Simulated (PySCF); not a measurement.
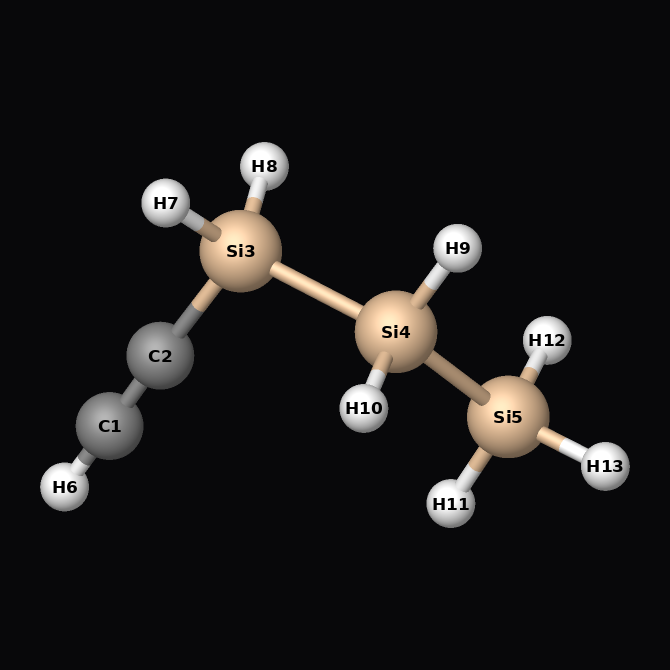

Every bond is drawn as one stick. Computed geometry: GFN2-xTB optimisation. No frequency run is at hand to confirm it as a minimum. Level of theory: PBE0/pcSseg-1 (PySCF 2.14.0).

Question. Which bond has the highest Mayer bond order?

Answer. C1–C2, 2.56, at a length of 1.203 Å.

List the Mayer bond orders of C1–C2, C1–H6, C2–Si3, Si3–Si4, Si3–H7, Si3–H8, Si4–Si5, Si4–H9, Si4–H10, Si5–H11, Si5–H12, Si5–H13.

```tsv
bond	Mayer order	length (Å)
C1–C2	2.56	1.203
C1–H6	1.09	1.053
C2–Si3	0.91	1.851
Si3–Si4	0.89	2.322
Si3–H7	0.94	1.470
Si3–H8	0.93	1.471
Si4–Si5	0.91	2.312
Si4–H9	0.92	1.475
Si4–H10	0.92	1.474
Si5–H11	0.93	1.464
Si5–H12	0.93	1.466
Si5–H13	0.94	1.465
```

The geometry is semi-empirical. Around Si such bond lengths and angles can be off by a tenth of an ångström or more and by several degrees, and values that hang on the shape move with them.
